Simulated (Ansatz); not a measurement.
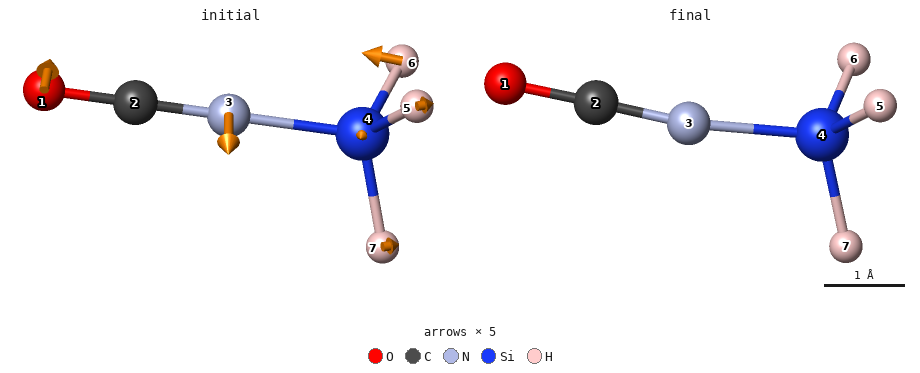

The structure of CH$_{3}$NOSi before (left) and after (right) a constrained relaxation, at one scale. The orange arrows give the displacements, magnified 5 times.

A ball-and-stick model, seen from a free direction.

Computed with Ansatz 0.2.0, RKS PBE0-D4/def2-TZVP. (held fixed: the distance between atoms 4 (Si) and 6 (H), counting from 1; force threshold 0.005 eV/Å; at most 200 steps)

Q: Describe what moved and what it gained.

A: After 12 accepted moves (15 points after the start) the energy has fallen by 0.08 kJ/mol. Largest force component: 0.033 eV/Å at the start, 0.0038 eV/Å at the end. The line search rejected the trial steps at points 5, 7, 9 of the run. The largest move after the best rigid fit is that of N3, 0.15 Å. Largest moves by element: N 0.15 Å, O 0.12 Å, H 0.10 Å, Si 0.02 Å, C 0.01 Å. Bond angles that change, for instance: C2–N3–Si4 179.9° → 168.5°.
